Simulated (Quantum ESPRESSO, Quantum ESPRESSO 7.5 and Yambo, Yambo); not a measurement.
**A GW chain in Yambo: SiC (P6_3mc)**

Aim: the G0W0 gap of SiC (P6_3mc) on PBE, step by step.

Main program and level: Quantum ESPRESSO 7.5 and Yambo 5.3.0; PBE and many-body steps on it, plane waves.

**Experimental background.**

- Gap 3.26 eV: band gap at cryogenic temperature; bulk crystal (literature value) (quoted in “Silicon carbide diodes for neutron detection”, 2020, arxiv:2009.14696).

- Gap 3.2 eV: experimental band gap quoted from earlier work; bulk crystal (quoted in “Local vibrational modes of Si vacancy spin qubits in SiC”, 2020, arxiv:2002.00067).

- Gap 3.285 eV: band gap at low temperature, quoted from earlier experiments; bulk crystal (quoted in “Excitation properties of the divacancy in 4H-SiC”, 2018, arxiv:1804.01167).

### Step 1. The starting structure

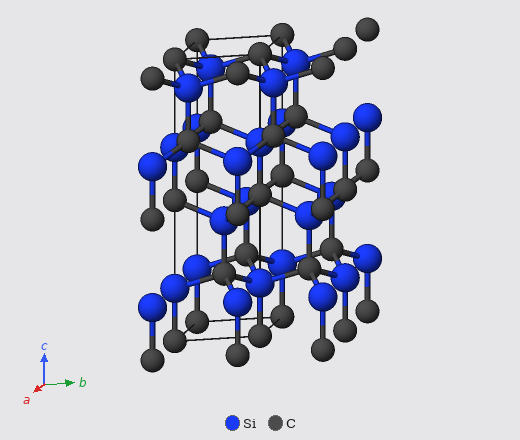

Start, viewed slightly off an axis; silicon blue, carbon dark grey. 2×2×1 cells are drawn. Bonds to atoms that aren't drawn are left out. Some periodic images of atoms are drawn too.

The cell and positions are those that the Materials Project relaxed with its own functionals (PBE, PBE+U or r2SCAN), kept fixed.

### Step 2. Ground state

This step: Quantum ESPRESSO 7.5; DFT, PBE, plane waves, norm-conserving pseudopotentials.

The ground-state density comes first.

pw.in reads:

```
&control
  calculation = 'scf'
  prefix = 'x'
  outdir = 'o'
  pseudo_dir = 'pseudo'
/
&system
  ibrav = 0
  nat = 8
  ntyp = 2
  ecutwfc = 74.0
  nbnd = 24
  force_symmorphic = .true.
/
&electrons
  conv_thr = 1e-10
  electron_maxstep = 80
  mixing_beta = 0.5
/
ATOMIC_SPECIES
  Si 28.085 Si.upf
  C 12.011 C.upf
CELL_PARAMETERS angstrom
  3.0756941497 -0.0000000000 0.0000000000
  -1.5378470748 2.6636292679 0.0000000000
  0.0000000000 0.0000000000 10.0706464800
ATOMIC_POSITIONS crystal
  Si 0.6666666667 0.3333333333 0.9378419800
  Si 0.3333333333 0.6666666667 0.4378419800
  Si 0.0000000000 0.0000000000 0.6878943800
  Si 0.0000000000 0.0000000000 0.1878943800
  C 0.6666666667 0.3333333333 0.7498025900
  C 0.3333333333 0.6666666667 0.2498025900
  C 0.0000000000 0.0000000000 0.5004600500
  C 0.0000000000 0.0000000000 0.0004600500
K_POINTS automatic
  6 6 2 0 0 0
```

Launch:

```console
$ OMP_NUM_THREADS=1 mpirun -n 4 pw.x -nk 4 -in pw.in > pw.out
```

Output:

```text
Program PWSCF v.7.5 starts

     This program is part of the open-source Quantum ESPRESSO suite
     for quantum simulation of materials; please cite
         "P. Giannozzi et al., J. Phys.:Condens. Matter 21 395502 (2009);
         "P. Giannozzi et al., J. Phys.:Condens. Matter 29 465901 (2017);
         "P. Giannozzi et al., J. Chem. Phys. 152 154105 (2020);
     in publications or presentations arising from this work. More details at
     Message from routine setup:
     using ibrav=0 with symmetry is DISCOURAGED, use correct ibrav instead

     G-vector sticks info

     bravais-lattice index     =            0
     lattice parameter (alat)  =       5.8122  a.u.
     unit-cell volume          =     556.7637 (a.u.)^3
     number of atoms/cell      =            8
     number of atomic types    =            2
     number of electrons       =        32.00
     number of Kohn-Sham states=           24
     kinetic-energy cutoff     =      74.0000  Ry
     charge density cutoff     =     296.0000  Ry
     scf convergence threshold =      1.0E-10
     mixing beta               =       0.5000
     number of iterations used =            8  plain     mixing
     Exchange-correlation= PBE
                           (   1   4   3   4   0   0   0)

     celldm(1)=   5.812220  celldm(2)=   0.000000  celldm(3)=   0.000000
     celldm(4)=   0.000000  celldm(5)=   0.000000  celldm(6)=   0.000000

     crystal axes: (cart. coord. in units of alat)
               a(1) = (   1.000000  -0.000000   0.000000 )
               a(2) = (  -0.500000   0.866025   0.000000 )
               a(3) = (   0.000000   0.000000   3.274268 )

     reciprocal axes: (cart. coord. in units 2 pi/alat)
               b(1) = (  1.000000  0.577350 -0.000000 )
               b(2) = (  0.000000  1.154701 -0.000000 )
               b(3) = ( -0.000000 -0.000000  0.305412 )
     Pseudo is Norm-conserving + core correction, Zval =  4.0
     Generated using ONCVPSP code by D. R. Hamann
     Using radial grid of 1510 points,  6 beta functions with:
     Pseudo is Norm-conserving + core correction, Zval =  4.0
     Generated using ONCVPSP code by D. R. Hamann
     Using radial grid of 1248 points,  4 beta functions with:
     Si                4.00    28.08500     Si( 1.00)
     C                 4.00    12.01100     C ( 1.00)

      6 Sym. Ops. (no inversion) found

   Cartesian axes

     site n.     atom                  positions (alat units)
         1        Si     tau(   1) = (   0.5000000   0.2886751   3.0707458  )
         2        Si     tau(   2) = (  -0.0000000   0.5773503   1.4336119  )
         3        Si     tau(   3) = (   0.0000000   0.0000000   2.2523505  )
         4        Si     tau(   4) = (   0.0000000   0.0000000   0.6152165  )
         5        C      tau(   5) = (   0.5000000   0.2886751   2.4550545  )
         6        C      tau(   6) = (  -0.0000000   0.5773503   0.8179206  )
         7        C      tau(   7) = (   0.0000000   0.0000000   1.6386403  )
         8        C      tau(   8) = (   0.0000000   0.0000000   0.0015063  )

     number of k points=    14
                       cart. coord. in units 2pi/alat
        k(    1) = (   0.0000000   0.0000000   0.0000000), wk =   0.0277778
        k(    2) = (   0.0000000   0.0000000  -0.1527059), wk =   0.0277778
        k(    3) = (   0.0000000   0.1924501   0.0000000), wk =   0.1666667
        k(    4) = (   0.0000000   0.1924501  -0.1527059), wk =   0.1666667
        k(    5) = (   0.0000000   0.3849002   0.0000000), wk =   0.1666667
        k(    6) = (   0.0000000   0.3849002  -0.1527059), wk =   0.1666667
        k(    7) = (   0.0000000  -0.5773503   0.0000000), wk =   0.0833333
        k(    8) = (   0.0000000  -0.5773503  -0.1527059), wk =   0.0833333
        k(    9) = (   0.1666667   0.2886751   0.0000000), wk =   0.1666667
        k(   10) = (   0.1666667   0.2886751  -0.1527059), wk =   0.1666667
        k(   11) = (   0.1666667   0.4811252   0.0000000), wk =   0.3333333
        k(   12) = (   0.1666667   0.4811252  -0.1527059), wk =   0.3333333
        k(   13) = (   0.3333333   0.5773503   0.0000000), wk =   0.0555556
        k(   14) = (   0.3333333   0.5773503  -0.1527059), wk =   0.0555556

     Dense  grid:    47781 G-vectors     FFT dimensions: (  32,  32, 108)

     Initial potential from superposition of free atoms

     starting charge      31.9974, renormalised to      32.0000
     Starting wfcs are   32 randomized atomic wfcs

     per-process dynamical memory:    43.6 Mb

     Self-consistent Calculation

     iteration #  1     ecut=    74.00 Ry     beta= 0.50

     total energy              =     -81.73755223 Ry
     estimated scf accuracy    <       1.73497666 Ry

     iteration #  2     ecut=    74.00 Ry     beta= 0.50

     total energy              =     -82.15226645 Ry
     estimated scf accuracy    <       0.07190896 Ry

     iteration #  3     ecut=    74.00 Ry     beta= 0.50

     total energy              =     -82.15527948 Ry
     estimated scf accuracy    <       0.01468537 Ry

     iteration #  4     ecut=    74.00 Ry     beta= 0.50

     total energy              =     -82.15706115 Ry
     estimated scf accuracy    <       0.00520743 Ry

     iteration #  5     ecut=    74.00 Ry     beta= 0.50

     total energy              =     -82.15746158 Ry
     estimated scf accuracy    <       0.00029696 Ry

     iteration #  6     ecut=    74.00 Ry     beta= 0.50

     total energy              =     -82.15765044 Ry
     estimated scf accuracy    <       0.00016914 Ry

     iteration #  7     ecut=    74.00 Ry     beta= 0.50

     total energy              =     -82.15761648 Ry
     estimated scf accuracy    <       0.00007073 Ry

     iteration #  8     ecut=    74.00 Ry     beta= 0.50

     total energy              =     -82.15763615 Ry
     estimated scf accuracy    <       0.00000197 Ry

     iteration #  9     ecut=    74.00 Ry     beta= 0.50

     total energy              =     -82.15763593 Ry
     estimated scf accuracy    <       0.00000086 Ry

     iteration # 10     ecut=    74.00 Ry     beta= 0.50

     total energy              =     -82.15763607 Ry
     estimated scf accuracy    <       0.00000004 Ry

     iteration # 11     ecut=    74.00 Ry     beta= 0.50

     total energy              =     -82.15763606 Ry
     estimated scf accuracy    <       0.00000003 Ry

     iteration # 12     ecut=    74.00 Ry     beta= 0.50

     total energy              =     -82.15763607 Ry
     estimated scf accuracy    <          3.1E-09 Ry

     iteration # 13     ecut=    74.00 Ry     beta= 0.50

     total energy              =     -82.15763607 Ry
     estimated scf accuracy    <          6.0E-10 Ry

     iteration # 14     ecut=    74.00 Ry     beta= 0.50

     End of self-consistent calculation

          k = 0.0000 0.0000 0.0000 (  5975 PWs)   bands (ev):

    -5.9065  -4.7274  -4.6903  -2.3298   0.9692   5.2136   5.2542   8.4176
     8.4176   8.8798   8.8798   9.0221   9.0221   9.5541   9.6070   9.6070
    14.7181  15.2976  15.9184  15.9433  16.6000  16.6000  16.6246  17.0213

          k = 0.0000 0.0000-0.1527 (  5896 PWs)   bands (ev):

    -5.6014  -5.6014  -3.3509  -3.3509   2.4825   2.4825   8.0588   8.0588
     8.5617   8.5617   8.5618   8.5618   9.4003   9.4003   9.4003   9.4003
    14.9266  14.9266  16.3900  16.3900  16.6895  16.6895  16.6895  16.6895

          k = 0.0000 0.1925 0.0000 (  5970 PWs)   bands (ev):

    -5.4260  -4.2640  -4.2245  -1.9306   1.4042   5.2303   5.2968   6.3075
     7.1679   7.3173   7.6842   8.0758   8.3790   8.4405   9.2205   9.3602
    14.3922  15.0788  15.3568  16.4259  16.7646  17.0710  17.2053  17.3011

          k = 0.0000 0.1925-0.1527 (  5966 PWs)   bands (ev):

     [... further k-points ...]

     highest occupied, lowest unoccupied level (ev):     9.6070   11.8350

!    total energy              =     -82.15763607 Ry
     estimated scf accuracy    <          9.2E-11 Ry

     The total energy is the sum of the following terms:
     one-electron contribution =      22.45812901 Ry
     hartree contribution      =       9.39351775 Ry
     xc contribution           =     -30.25601132 Ry
     ewald contribution        =     -83.75327150 Ry

     convergence has been achieved in  14 iterations

     XML data file, charge density, pseudopotentials, collected wavefunctions

=------------------------------------------------------------------------------=
   JOB DONE.
=------------------------------------------------------------------------------=
```

It took 21 s on 4 MPI ranks of Arm Neoverse N1, shared host; peak memory 0.36 GiB.

This step gave:

| Quantity | Value |
| --- | --- |
| total energy | -1117.8116 eV |
| gap | 2.228 eV |
| k of the valence top | 0, 0, 0 |
| k of the conduction bottom | 0, -0.5, 0 |
| least direct gap | 3.353 eV |

The gap is indirect, with the least direct gap 1.13 eV higher.

### Step 3. Bands along the symmetry lines

The cheap functional maps the bands first; the places of the edges decide which points the dearer methods must see.

pw.in reads:

```
&control
  calculation = 'bands'
  prefix = 'x'
  outdir = 'o'
  pseudo_dir = 'pseudo'
/
&system
  ibrav = 0
  nat = 8
  ntyp = 2
  ecutwfc = 74.0
  nbnd = 22
  force_symmorphic = .true.
/
&electrons
  conv_thr = 1e-9
  electron_maxstep = 80
  diago_full_acc = .true.
  diago_thr_init = 5e-6
/
ATOMIC_SPECIES
  Si 28.085 Si.upf
  C 12.011 C.upf
CELL_PARAMETERS angstrom
  3.0756941497 -0.0000000000 0.0000000000
  -1.5378470748 2.6636292679 0.0000000000
  0.0000000000 0.0000000000 10.0706464800
ATOMIC_POSITIONS crystal
  Si 0.6666666667 0.3333333333 0.9378419800
  Si 0.3333333333 0.6666666667 0.4378419800
  Si 0.0000000000 0.0000000000 0.6878943800
  Si 0.0000000000 0.0000000000 0.1878943800
  C 0.6666666667 0.3333333333 0.7498025900
  C 0.3333333333 0.6666666667 0.2498025900
  C 0.0000000000 0.0000000000 0.5004600500
  C 0.0000000000 0.0000000000 0.0004600500
K_POINTS crystal
  75
  0.00000000 0.00000000 0.00000000 1
  0.06250000 0.00000000 0.00000000 1
  0.12500000 0.00000000 0.00000000 1
  0.18750000 0.00000000 0.00000000 1
  0.25000000 0.00000000 0.00000000 1
  0.31250000 0.00000000 0.00000000 1
  0.37500000 0.00000000 0.00000000 1
  0.43750000 0.00000000 0.00000000 1
  0.50000000 0.00000000 0.00000000 1
  0.47916667 0.04166667 0.00000000 1
  0.45833333 0.08333333 0.00000000 1
  0.43750000 0.12500000 0.00000000 1
  0.41666666 0.16666666 0.00000000 1
  0.39583333 0.20833333 0.00000000 1
  0.37500000 0.25000000 0.00000000 1
  0.35416666 0.29166666 0.00000000 1
  0.33333333 0.33333333 0.00000000 1
  0.29166666 0.29166666 0.00000000 1
  0.25000000 0.25000000 0.00000000 1
  0.20833333 0.20833333 0.00000000 1
  0.16666666 0.16666666 0.00000000 1
  0.12500000 0.12500000 0.00000000 1
  0.08333333 0.08333333 0.00000000 1
  0.04166667 0.04166667 0.00000000 1
  0.00000000 0.00000000 0.00000000 1
  0.00000000 0.00000000 0.06250000 1
  0.00000000 0.00000000 0.12500000 1
  0.00000000 0.00000000 0.18750000 1
  0.00000000 0.00000000 0.25000000 1
  0.00000000 0.00000000 0.31250000 1
  0.00000000 0.00000000 0.37500000 1
  0.00000000 0.00000000 0.43750000 1
  0.00000000 0.00000000 0.50000000 1
  0.06250000 0.00000000 0.50000000 1
  0.12500000 0.00000000 0.50000000 1
  0.18750000 0.00000000 0.50000000 1
  0.25000000 0.00000000 0.50000000 1
  0.31250000 0.00000000 0.50000000 1
  0.37500000 0.00000000 0.50000000 1
  0.43750000 0.00000000 0.50000000 1
  0.50000000 0.00000000 0.50000000 1
  0.47916667 0.04166667 0.50000000 1
  0.45833333 0.08333333 0.50000000 1
  0.43750000 0.12500000 0.50000000 1
  0.41666666 0.16666666 0.50000000 1
  0.39583333 0.20833333 0.50000000 1
  0.37500000 0.25000000 0.50000000 1
  0.35416666 0.29166666 0.50000000 1
  0.33333333 0.33333333 0.50000000 1
  0.29166666 0.29166666 0.50000000 1
  0.25000000 0.25000000 0.50000000 1
  0.20833333 0.20833333 0.50000000 1
  0.16666666 0.16666666 0.50000000 1
  0.12500000 0.12500000 0.50000000 1
  0.08333333 0.08333333 0.50000000 1
  0.04166667 0.04166667 0.50000000 1
  0.00000000 0.00000000 0.50000000 1
  0.50000000 0.00000000 0.50000000 1
  0.50000000 0.00000000 0.43750000 1
  0.50000000 0.00000000 0.37500000 1
  0.50000000 0.00000000 0.31250000 1
  0.50000000 0.00000000 0.25000000 1
  0.50000000 0.00000000 0.18750000 1
  0.50000000 0.00000000 0.12500000 1
  0.50000000 0.00000000 0.06250000 1
  0.50000000 0.00000000 0.00000000 1
  0.33333333 0.33333333 0.50000000 1
  0.33333333 0.33333333 0.43750000 1
  0.33333333 0.33333333 0.37500000 1
  0.33333333 0.33333333 0.31250000 1
  0.33333333 0.33333333 0.25000000 1
  0.33333333 0.33333333 0.18750000 1
  0.33333333 0.33333333 0.12500000 1
  0.33333333 0.33333333 0.06250000 1
  0.33333333 0.33333333 0.00000000 1
```

Output:

```text
[banner, memory and clock lines left out]
Program PWSCF v.7.5 starts

     Atomic positions and unit cell read from directory:
     o/x.save/

     Message from routine setup:
     using ibrav=0 with symmetry is DISCOURAGED, use correct ibrav instead

     G-vector sticks info

     bravais-lattice index     =            0
     lattice parameter (alat)  =       5.8122  a.u.
     unit-cell volume          =     556.7637 (a.u.)^3
     number of atoms/cell      =            8
     number of atomic types    =            2
     number of electrons       =        32.00
     number of Kohn-Sham states=           22
     kinetic-energy cutoff     =      74.0000  Ry
     charge density cutoff     =     296.0000  Ry
     Exchange-correlation= PBE
                           (   1   4   3   4   0   0   0)

     celldm(1)=   5.812220  celldm(2)=   0.000000  celldm(3)=   0.000000
     celldm(4)=   0.000000  celldm(5)=   0.000000  celldm(6)=   0.000000

     crystal axes: (cart. coord. in units of alat)
               a(1) = (   1.000000  -0.000000   0.000000 )
               a(2) = (  -0.500000   0.866025   0.000000 )
               a(3) = (   0.000000   0.000000   3.274268 )

     reciprocal axes: (cart. coord. in units 2 pi/alat)
               b(1) = (  1.000000  0.577350 -0.000000 )
               b(2) = (  0.000000  1.154701 -0.000000 )
               b(3) = ( -0.000000 -0.000000  0.305412 )
     Pseudo is Norm-conserving + core correction, Zval =  4.0
     Generated using ONCVPSP code by D. R. Hamann
     Using radial grid of 1510 points,  6 beta functions with:
     Pseudo is Norm-conserving + core correction, Zval =  4.0
     Generated using ONCVPSP code by D. R. Hamann
     Using radial grid of 1248 points,  4 beta functions with:
     Si                4.00    28.08500     Si( 1.00)
     C                 4.00    12.01100     C ( 1.00)

      6 Sym. Ops. (no inversion) found

   Cartesian axes

     site n.     atom                  positions (alat units)
         1        Si     tau(   1) = (   0.5000000   0.2886751   3.0707458  )
         2        Si     tau(   2) = (  -0.0000000   0.5773503   1.4336119  )
         3        Si     tau(   3) = (   0.0000000   0.0000000   2.2523505  )
         4        Si     tau(   4) = (   0.0000000   0.0000000   0.6152165  )
         5        C      tau(   5) = (   0.5000000   0.2886751   2.4550545  )
         6        C      tau(   6) = (  -0.0000000   0.5773503   0.8179206  )
         7        C      tau(   7) = (   0.0000000   0.0000000   1.6386403  )
         8        C      tau(   8) = (   0.0000000   0.0000000   0.0015063  )

     number of k points=    75
                       cart. coord. in units 2pi/alat
        k(    1) = (   0.0000000   0.0000000   0.0000000), wk =   0.0266667
        k(    2) = (   0.0625000   0.0360844   0.0000000), wk =   0.0266667
        k(    3) = (   0.1250000   0.0721688   0.0000000), wk =   0.0266667
[...]
[... 63 further rows ...]
        k(   74) = (   0.3333333   0.5773503   0.0190882), wk =   0.0266667
        k(   75) = (   0.3333333   0.5773503   0.0000000), wk =   0.0266667

     Dense  grid:    47781 G-vectors     FFT dimensions: (  32,  32, 108)

     The potential is recalculated from file :
     o/x.save/charge-density

     Starting wfcs are   32 randomized atomic wfcs

     Band Structure Calculation

     End of band structure calculation

          k = 0.0000 0.0000 0.0000 (  5975 PWs)   bands (ev):

    -5.9065  -4.7273  -4.6903  -2.3297   0.9692   5.2137   5.2542   8.4176
     8.4176   8.8798   8.8798   9.0222   9.0222   9.5542   9.6071   9.6071
    14.7181  15.2976  15.9184  15.9434  16.6001  16.6001

          k = 0.0625 0.0361 0.0000 (  5951 PWs)   bands (ev):

    -5.8385  -4.6615  -4.6242  -2.2721   1.0319   5.2367   5.2784   8.0142
[...]
14.9601  15.5146  15.9334  16.0470  16.4558  16.5661

          k = 0.1250 0.0722 0.0000 (  5952 PWs)   bands (ev):

[...]
14.8744  15.5374  15.6319  16.3074  16.5596  16.8568

[...]
k = 0.3333 0.5774 0.0191 (  6009 PWs)   bands (ev):

[...]
13.5457  13.5457  14.8309  15.2601  15.2601  18.4598

          k = 0.3333 0.5774 0.0000 (  6012 PWs)   bands (ev):

    -1.4310  -1.2200  -1.2200  -1.1344   1.9196   2.3206   2.3206   3.4054
     3.4054   3.4306   5.2216   5.2216   5.6050   6.7305   6.7305   7.9314
    13.5862  13.5862  14.8027  15.2083  15.2083  18.5501

     XML data file, pseudopotentials, collected wavefunctions
```

Run time: 29 s. Hardware: 4 MPI ranks; peak memory 0.3 GiB; 1.9 min of CPU time.

Numbers from this step:

| Item | Value |
| --- | --- |
| gap | 2.228 eV |
| k of the valence top | 0, 0, 0 |
| k of the conduction bottom | 0.5, 0, 0 |
| least direct gap | 3.353 eV |

The gap is 2.228 eV, as in the run before at this level.

Electronic bands along the path, in eV, zero at the top of the highest filled band:

```
    point  band 13  band 14  band 15  band 16  band 17  band 18  band 19  band 20
        Γ    -0.58    -0.05     0.00     0.00     5.11     5.69     6.31     6.34
        M    -2.37    -2.23    -1.58    -1.13     2.23     2.36     4.24     4.76
        K    -4.00    -2.88    -2.88    -1.68     3.98     3.98     5.20     5.60
        Γ    -0.58    -0.05     0.00     0.00     5.11     5.69     6.31     6.34
        A    -0.21    -0.21    -0.21    -0.21     5.32     5.32     6.78     6.78
        L    -2.51    -2.51    -1.56    -1.56     2.64     2.64     4.22     4.22
        H    -2.76    -2.76    -2.46    -2.46     3.25     3.25     6.69     6.69
        A    -0.21    -0.21    -0.21    -0.21     5.32     5.32     6.78     6.78
jump to L    -2.51    -2.51    -1.56    -1.56     2.64     2.64     4.22     4.22
        M    -2.37    -2.23    -1.58    -1.13     2.23     2.36     4.24     4.76
jump to H    -2.76    -2.76    -2.46    -2.46     3.25     3.25     6.69     6.69
        K    -4.00    -2.88    -2.88    -1.68     3.98     3.98     5.20     5.60
```

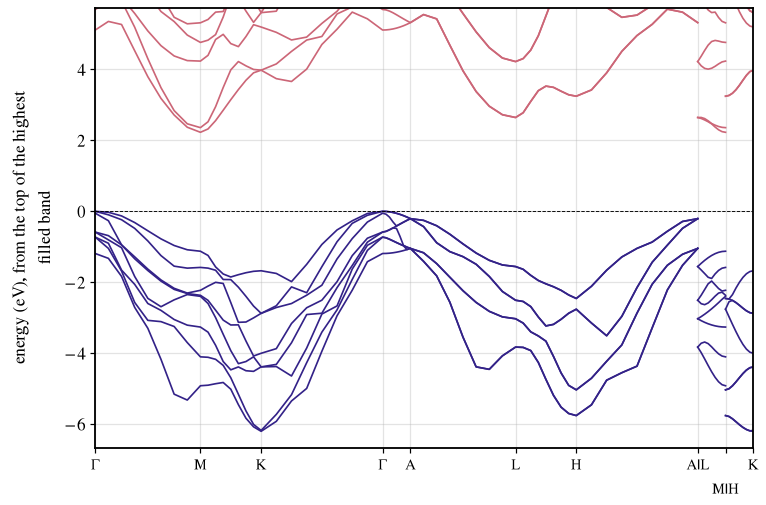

Electronic bands along the path; lines of filled and empty bands in two colours.

(Continued in part 2 of 3.)

[Paths, hosts, dates, memory and timing lines, banners, echoed tables and standing remarks are left out of the program output.]

[Logs are printed without paths, hosts, clocks, repeated set-up lines and the standing remarks that a program may print on its own settings, such as how far it seeks lower states.]

[Runs of the session that timed out or met a known fault of the program may be left out.]

[Hosts, paths, dates, database ids (printed as entryN), source tags and the programs' standing remarks are cut or masked in the printed files.]
